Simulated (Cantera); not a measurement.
Input: 1 mol FeS, 0.2 mol H2S, a varied amount of H2O, at 1323 K and 4950 Torr.

Equilibrium computed with Cantera from the NASA thermochemical tables; the gas is ideal and each condensed phase is pure. Candidate condensed phases: Fe, FeO, Fe(OH)2, Fe(OH)3, FeS, FeSO4, FeS2, Fe2O3, Fe2(SO4)3, Fe3O4, H2O, H2SO4, S; 22 gas species. FeS: taken at fixed stoichiometry. Kinetics and transport are ignored.

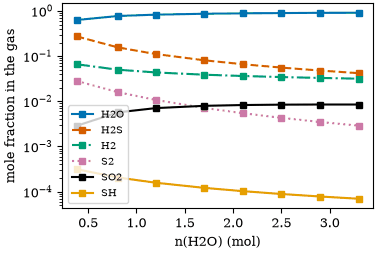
Figure: Equilibrium gas composition (values under 1e-9 drawn at 1e-9)

**Question.** Read off the mole fractions at 0.38 mol H2O.

**Answer.** H2O about 0.63, H2S about 0.27, H2 about 0.066, S2 about 0.028, SO2 about 0.0029, SH about 0.00032.
